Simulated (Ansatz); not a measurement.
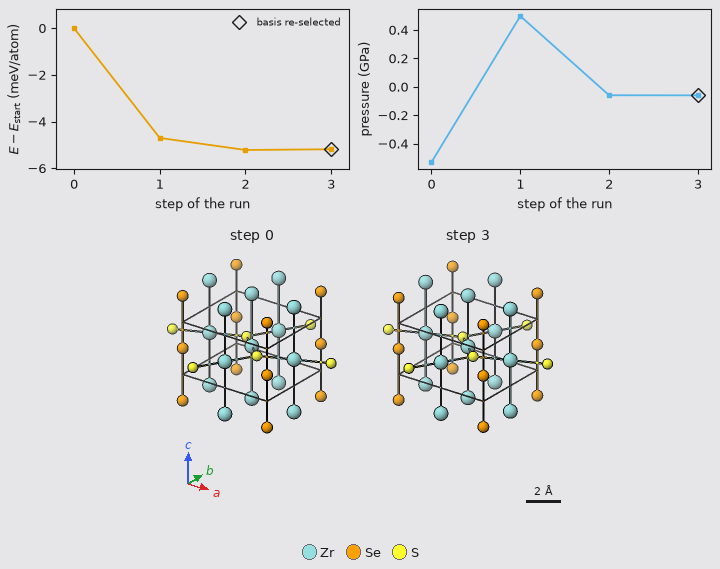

First and last geometry of a relaxation of crystalline Zr3SeS2 (a generated structure, set up in P6/mmm) (coarse preliminary run), with the history of the run. A ball-and-stick model of the cell of the calculation, seen slightly off an axis.

Level of theory: DFT PBE, scalar-relativistic, plane waves, PAW (Ansatz 0.2.0).

The input:
```yaml
crystal:
  lattice:
    - [8.2642889732, 0.0, 0.0]
    - [-4.1321444866, 7.157084195, 0.0]
    - [0.0, 0.0, 3.2011908018]
  atoms:
    - { symbol: Zr, position: [0.5, 0.0, 0.5] }
    - { symbol: Zr, position: [0.0, 0.5, 0.5] }
    - { symbol: Zr, position: [0.5, 0.5, 0.5] }
    - { symbol: Se, position: [0.0, 0.0, 0.5] }
    - { symbol: S, position: [0.3333333333, 0.6666666667, 0.5] }
    - { symbol: S, position: [0.6666666667, 0.3333333333, 0.5] }
basis:
  ecutwfc: 420
kpoints:
  mp_grid: { grid: [3, 3, 6] }
hamiltonian:
  xc: pbe
scf:
  occupations: { method: gaussian, width: 0.1 }
  lower_state_search: "off"
output:
  forces: true
  stress: true
  eigenvalues: true
relax:
  adjacent_minimum: "off"
  f_tol: 0.04
  max_steps: 70
  cell: { stress_tol: 0.4 }
```

Launched with:
```bash
ansatz run input.yaml --threads 1 --pin off --max-ram 2560MiB --backend cpu --events-out ev --progress --plain --runs-dir out
```

What do the curves and the structures tell?

It converged. The atoms keep their places relative to the cell (all moves are under 0.005 Å). The drawn cell changes as follows: a = b 8.264 → 8.290 Å (+0.3 %), c 3.201 → 3.122 Å (−2.5 %); the volume changes by −1.8 %. Among the contacts that change: Zr1–Zr1 3.201 → 3.122 Å, Se4–Se4 3.201 → 3.122 Å, Zr1–S5 2.386 → 2.393 Å. The space group stays P6/mmm (No. 191). After 2 accepted moves (3 points after the start) the energy has fallen by 5.2 meV per atom. All forces vanish by symmetry, so only the cell relaxes. Pressure: −0.53 GPa at the start and −0.06 GPa at the end. At 1 point the geometry stayed and the basis and grid were re-selected for the new cell (energy shift of less than 0.05 meV per atom at most each time).
